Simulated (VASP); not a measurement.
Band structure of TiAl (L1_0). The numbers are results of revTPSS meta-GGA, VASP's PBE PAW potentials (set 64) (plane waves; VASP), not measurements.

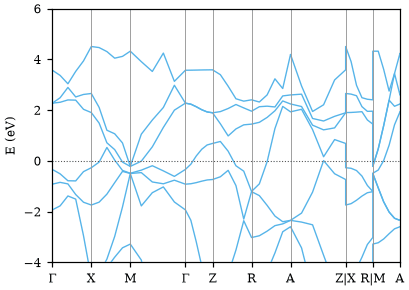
Figure. Bands along high-symmetry lines, zero at the valence-band maximum or, without a gap, the Fermi level

Read the plot: is there a gap, and where are the band edges?

It has no gap at this level: it comes out as a metal or semimetal.

The compound is TiAl in the L1_0 structure. It was relaxed first. The electron count is odd and the run is not spin-polarised, which forces a metal.
